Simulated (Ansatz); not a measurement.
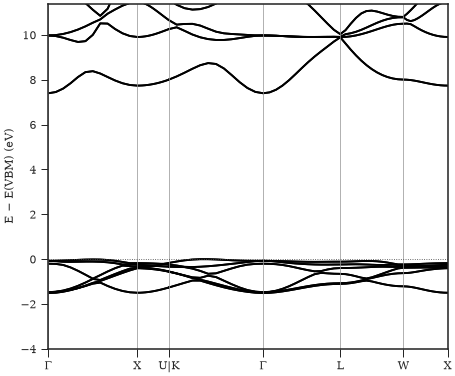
Figure. Band structure from plane-wave PAW r²SCAN with spin–orbit coupling (Ansatz code)

Question: Read off the gap and where the band edges lie.

Answer: About 7.4 eV (7.40 eV by a search for the band edges); maximum on the K–Γ line, 37 % of the way from K, minimum at Γ.

The material is BaF2 (fluorite, Fm-3m).

The r²SCAN relaxation kept the symmetry of its start.

Potentials: the later of the program's two PAW sets.
